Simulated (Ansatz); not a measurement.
```xyz
6

C     0.7899   -2.0579    1.1371
C     0.3992   -1.0590    0.5730
Si   -0.1402    0.4718   -0.2529
F    -1.4872    0.1798   -1.0516
H     0.8946    0.8959   -1.2181
H    -0.4143    1.5054    0.7663
```

Geometry: PBE0-D4/def2-TZVP.

Computed with UKS PBE0-D4/def2-TZVPP (Ansatz).

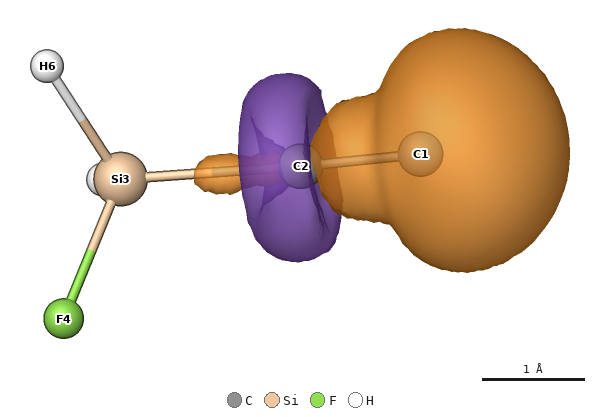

C₂H₂FSi (SMILES [C]#C[SiH2]F) (doublet). Isosurfaces of the spin density (α minus β) at +0.03 (orange) and −0.03 e/Å³ (purple), seen at a tilt.

**Describe the spin distribution.**

The unpaired spin (1 electron) lies mostly on C1 (about 1.1), in electrons by Hirshfeld's partition, with opposite, polarisation-induced spin on C2.
